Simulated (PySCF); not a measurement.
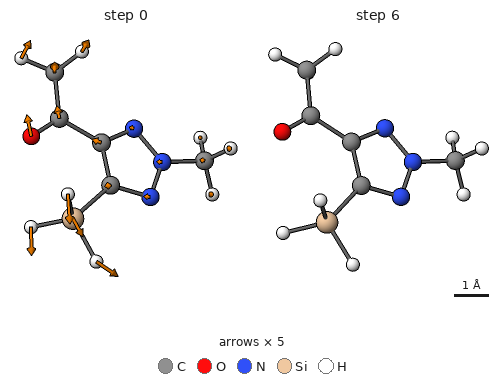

The structure of C5H9N3OSi before (left) and after (right) a relaxation, at one scale. The orange arrows give the displacements, magnified 5 times.

A ball-and-stick model, seen at a tilt.

The start comes from GFN2-xTB. Its atoms were then displaced at random by about 0.01 Å.

Method: PySCF, PBE0-D3(BJ)/def2-SVP geometry optimisation, gas phase. 

What changed between the two?

The atom that moves furthest after the best rigid fit is an H atom (0.20 Å). By element the largest moves are H 0.20 Å, O 0.14 Å, Si 0.13 Å, C 0.10 Å, N 0.04 Å. Near-neighbour distances that change, for instance: C–C 1.377 → 1.416 Å, C–H 1.063 → 1.101 Å, H–Si 1.453 → 1.489 Å, C–N 1.308 → 1.334 Å. Bond angles that change, for instance: C–C–Si 124.7° → 128.8°, H–Si–H 114.2° → 110.6°, N–C–Si 128.0° → 124.5°. After 6 geometry steps the energy has fallen by 4.61 kcal/mol. The run took 2.4 min on 1 thread of Arm Neoverse V1, on a shared host.
